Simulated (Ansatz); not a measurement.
Consider H2O···H2Te (SMILES O.[TeH2]).

Input

```
crystal:
  periodic: [false, false, false]
  atoms:
    - {symbol: O, position_ang: [0.287859, -0.047594, -1.587222]}
    - {symbol: H, position_ang: [0.236750, 0.801691, -2.032169]}
    - {symbol: H, position_ang: [-0.284005, -0.634793, -2.087261]}
    - {symbol: Te, position_ang: [-0.643267, 0.154420, 2.147409]}
    - {symbol: H, position_ang: [-0.604141, 0.082159, 3.808775]}
    - {symbol: H, position_ang: [0.908727, -0.404334, 2.073810]}
basis:
  gaussian: {orbitals: "def2-TZVPPD.json"}
hamiltonian: {xc: pbe0, dispersion: d4}
output: {orbitals: {seedname: orbitals}}
```

Launched as:

```sh
ansatz run in.yaml --threads 2 --pin off --events-out ev --progress --plain --max-ram 5222MiB
```

Geometry: rigid move from PBE0-D4/def2-TZVP; core potentials replace the inner electrons of Te.

Computed with RKS PBE0-D4/def2-TZVPPD (Ansatz).

> Predict the electron density and electron localisation function between the atoms.

Te–H (1.65 Å): ρ is about 1.3 e/Å³ halfway; the ELF climbs to about 1 towards the hydrogen, as it does in any bond to H.

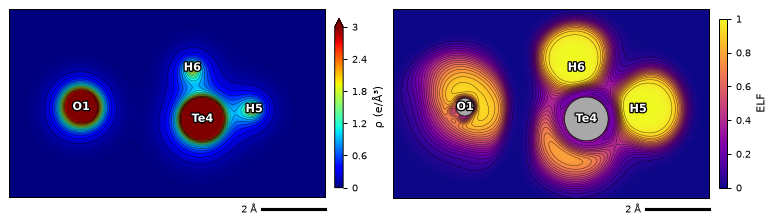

Computed electron density and electron localisation function on the plane of atoms H5, Te4 and H6, in this order. Grey discs cover the atomic cores in the ELF map. 
